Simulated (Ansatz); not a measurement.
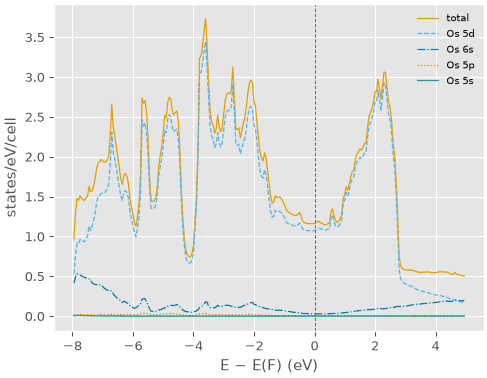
Total and projected density of states of Os (hcp (Mg type), space group No. 194), plane-wave PAW LDA (Ansatz code)

Which orbitals carry the states next to the Fermi level?

Within 0.5 eV of the Fermi level: Os 5d 93 %. Projections are on Löwdin-orthogonalised atomic valence shells; empty p or d shells of many metals are not among them.

Where is the tallest occupied peak in this window, and what makes it?

Near -3.6 eV, about 3.7 states/eV per cell; the largest projected share is Os 5d.

Space group P6_3/mmc (hcp (Mg type)). The LDA relaxation kept the symmetry of its start. No spin polarisation was allowed. Scalar-relativistic: spin–orbit coupling is off unless named, which matters more the heavier the elements.

Potentials: the earlier of the program's two PAW sets. The files were generated under PBE; for other functionals the program regenerates the frozen cores, and for LDA and PBEsol the local potential too.
